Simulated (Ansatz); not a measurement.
# Lattice dynamics of Al2Pt (Fm-3m), part 2 of 2

Aim: the phonons of Al2Pt (Fm-3m) at a cell relaxed beforehand at this level. After the zone centre comes a 4×4×4 q mesh on a 12×12×12 k mesh.

Ansatz 0.2.0; DFT PBEsol, scalar-relativistic, plane waves, PAW; PAW set soft_1.

So far. Step 2 (Zone-centre response): Before it was imposed, the acoustic sum rule was missed by 1.5e-4 eV/Å². Small misses are needed for a sound result but don't prove that mesh and cutoff are converged. The lowest optical mode is real, 238 cm⁻¹.

The database entry behind the starting cell differs from later determinations by our own check (0.1 to 0.3 % short, probably kX units), so it need not match the best structure at ambient conditions.

**3. Phonons on a q mesh (continued)**

Frequencies (cm⁻¹) solved at each irreducible wavevector; negative means imaginary. Frequencies by wavevector, by row:

| q in reciprocal lattice units | star | mode 1 | mode 2 | mode 3 | mode 4 | mode 5 | mode 6 | mode 7 | mode 8 | mode 9 |
| --- | --- | --- | --- | --- | --- | --- | --- | --- | --- | --- |
| 0 0 0 | 1 | 0 | 0 | 0 | 238.3 | 238.3 | 238.3 | 294.4 | 294.4 | 294.4 |
| 0 0 0.25 | 8 | 47.7 | 47.7 | 99.2 | 246.7 | 246.7 | 248.4 | 287.3 | 287.3 | 287.3 |
| 0 0 -0.5 | 4 | 69.9 | 69.9 | 136.8 | 268.1 | 268.1 | 271 | 271.2 | 271.2 | 276.8 |
| 0 0.25 0.25 | 6 | 65.7 | 65.7 | 102.6 | 235 | 235 | 251 | 274 | 305.1 | 305.1 |
| 0 0.25 -0.5 | 24 | 83.3 | 86.4 | 126.7 | 224.6 | 243 | 244.6 | 295.1 | 296.6 | 309.7 |
| 0 0.25 -0.25 | 12 | 65.7 | 86.3 | 118.1 | 227.2 | 261.7 | 267.2 | 269.5 | 283.6 | 311.5 |
| 0 -0.5 -0.5 | 3 | 104.7 | 104.7 | 136.9 | 208.2 | 232.2 | 232.2 | 308 | 308 | 324.1 |
| 0.25 -0.5 -0.25 | 6 | 76.7 | 114.8 | 114.8 | 209 | 230 | 273.9 | 273.9 | 306.9 | 329.4 |

Interpolated from a 4×4×4 q mesh. Phonon branches along the path, in cm⁻¹:

| point | branch 1 | branch 2 | branch 3 | branch 4 | branch 5 | branch 6 | branch 7 | branch 8 | branch 9 |
| --- | --- | --- | --- | --- | --- | --- | --- | --- | --- |
| Γ | 0 | 0 | 0 | 238 | 238 | 238 | 294 | 294 | 294 |
| X | 105 | 105 | 137 | 208 | 232 | 232 | 308 | 308 | 324 |
| U | 93 | 102 | 121 | 211 | 243 | 243 | 296 | 300 | 324 |
| jump to K | 93 | 102 | 121 | 211 | 243 | 243 | 296 | 300 | 324 |
| Γ | 0 | 0 | 0 | 238 | 238 | 238 | 294 | 294 | 294 |
| L | 70 | 70 | 137 | 268 | 268 | 271 | 271 | 271 | 277 |
| W | 77 | 115 | 115 | 209 | 230 | 274 | 274 | 307 | 329 |
| X | 105 | 105 | 137 | 208 | 232 | 232 | 308 | 308 | 324 |

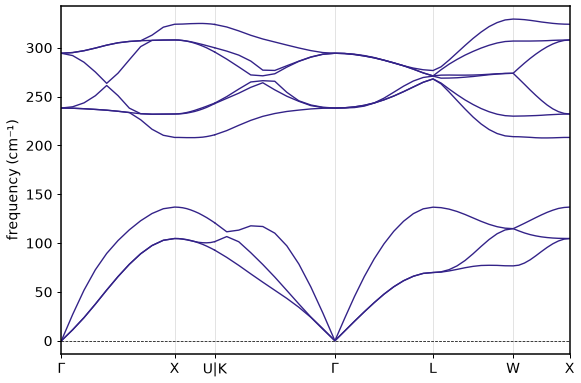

Phonon branches along the path.

The phonon density of states has structure finer than the step of the table below, so its rows give means over 20 cm⁻¹, whole bins alone (the curve runs from 2.5 to 332 cm⁻¹). Peaks (cm⁻¹: height): 77.5: 0.0585, 122.5: 0.0554, 237.5: 0.0925, 302.5: 0.0877.

Tetrahedra on a 20×20×20 mesh, mean over bins of 5 cm-1. Interpolated from a 4×4×4 q mesh. Table of phonon density of states by wavenumber; means over each step:

```csv
wavenumber (cm⁻¹),phonon density of states (1/cm⁻¹/cell)
20,0.00182
40,0.00756
60,0.0240
80,0.0447
100,0.0285
120,0.0369
140,0.00641
160,0
180,0
200,0.00362
220,0.0251
240,0.0706
260,0.0517
280,0.0538
300,0.0712
320,0.0234
```

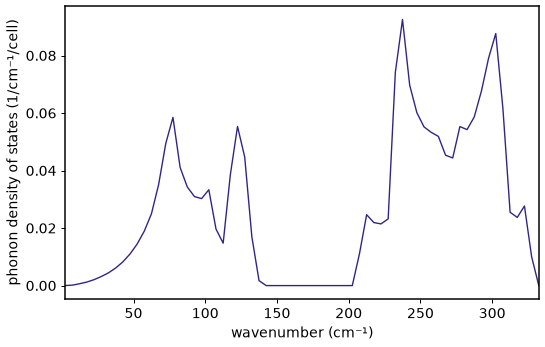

Phonon density of states, plotted against wavenumber.

The partial phonon density of states has structure finer than the step of the table below, so its rows give means over 25 cm⁻¹, whole bins alone (the curve runs from -10 to 348 cm⁻¹). Peaks (cm⁻¹: height): Al 235.8: 0.0815, 303.4: 0.0814; Pt 75.7: 0.0488, 123.0: 0.0515, 238.0: 0.00692.

Phonopy on the run's constants, 17x17x17 mesh, Gaussian sigma 2.6 cm-1. Interpolated from a 4×4×4 q mesh. The partial phonon density of states by wavenumber; means over each step; values in 1/cm⁻¹/cell:

```csv
wavenumber (cm⁻¹),Al,Pt
25,5.7e-4,0.00231
50,0.00217,0.0115
75,0.00465,0.0379
100,0.00201,0.0260
125,9.2e-4,0.0315
150,4.5e-6,3.0e-4
175,0,0
200,0.00492,1.1e-6
225,0.0385,0.00148
250,0.0571,0.00423
275,0.0491,0.00208
300,0.0651,0.00248
325,0.0149,9.1e-5
```

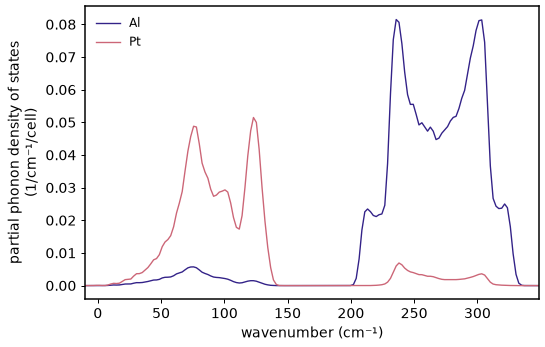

Partial phonon density of states, plotted against wavenumber.

Harmonic thermodynamic functions per atom, from the density of states. Interpolated from a 4×4×4 q mesh. Thermodynamic functions, by row:

```csv
T (K),F_vib (meV/atom),S (J/mol-atom/K),C_V (J/mol-atom/K)
0,38.96,0,0
50,38.48,2.952,5.419
100,35.42,8.984,12.69
200,19.84,20.62,20.27
300,-6.29,29.38,22.66
400,-40.34,36.04,23.61
500,-80.55,41.37,24.08
600,-125.8,45.78,24.34
700,-175.2,49.55,24.49
800,-228.3,52.83,24.6
900,-284.6,55.73,24.67
1000,-343.7,58.33,24.72
```

Harmonic mean-square displacement, third of the trace. Interpolated from a 4×4×4 q mesh. Mean square displacements, by row:

| T (K) | Al1 U_eq (Å²) | Al2 U_eq (Å²) | Pt3 U_eq (Å²) |
| --- | --- | --- | --- |
| 0 | 0.00266 | 0.00266 | 9.90e-4 |
| 100 | 0.00351 | 0.00351 | 0.0022 |
| 300 | 0.00732 | 0.00732 | 0.00608 |
| 600 | 0.01391 | 0.01391 | 0.01206 |

Symmetry leaves 8 wavevectors to solve. The lowest mode among them, the acoustic zeros apart, lies at q = (0, 0, 0.25) and is real, 47.7 cm⁻¹.

**4. What came out**

- space group (within 0.01 Å): Fm-3m
- volume per atom: 17.1 Å³
- electronic character: no gap on this mesh
- highest optical mode at the zone centre (no LO-TO term): 294 cm⁻¹
- lowest optical zone-centre mode: 238 cm⁻¹
- lowest mode on the q mesh (acoustic modes at Γ apart): 47.7 cm⁻¹
- highest frequency on the path or at a solved wavevector: 329 cm⁻¹
- zero-point energy per atom: 39.0 meV
- heat capacity at 300 K: 22.7 J/(mol atoms K)
- vibrational entropy at 300 K: 29.4 J/(mol atoms K)
- Debye temperature (second moment): 423 K
- imaginary modes on the 4×4×4 q mesh: none

What this shows: The structure is a minimum as far as tested: no mode is imaginary at the 8 irreducible wavevectors of the 4×4×4 mesh, and the softest away from the acoustic zeros lies at 48 cm⁻¹. The optical modes at Γ span 238 to 294 cm⁻¹. The highest mode in this list at Γ, 294.4 cm⁻¹, is mostly motion of Al (100 % of the kinetic energy). On the path and the mesh, the widest gap between branches runs from 137 to 208 cm⁻¹. With no gap, or one that is small against the smearing, the frequencies hang on the k mesh and the smearing, most of all near Kohn anomalies. Spin-orbit coupling is left out, which can matter for the heavy elements here. The PAW files were made for PBE and serve the other functionals too. These are harmonic frequencies at zero temperature: anharmonic shifts, linewidths and thermal expansion are left out.

[Logs are printed without paths, hosts, clocks, repeated set-up lines and the standing remarks that a program may print on its own settings, such as how far it seeks lower states.]

[Hosts, paths, dates, database ids (printed as entryN), source tags and the programs' standing remarks are cut or masked in the printed files.]
